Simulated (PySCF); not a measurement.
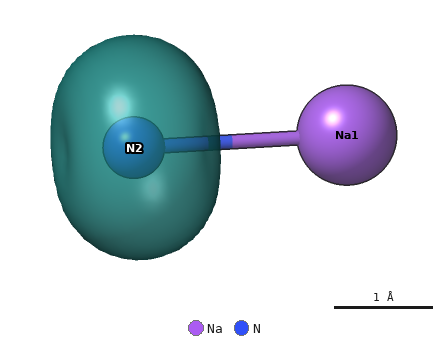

*NaN (triplet). Isosurfaces of the spin density (α minus β) at +0.08 (teal) and −0.08 e/Å³ (pink), seen from one side.*

⟨S²⟩ = 2.12, above the pure value of 2.00.

Method: PBE0/def2-TZVPP, non-relativistic Hamiltonian with scalar-relativistic core potentials where named, at a bond length of 2.249 Å (PySCF 2.14.0).

**Which atoms carry the spin?**

The unpaired spin (2 electrons) lies mostly on N2 (about 2.1), in electrons by Hirshfeld's partition, with opposite, polarisation-induced spin on Na1.
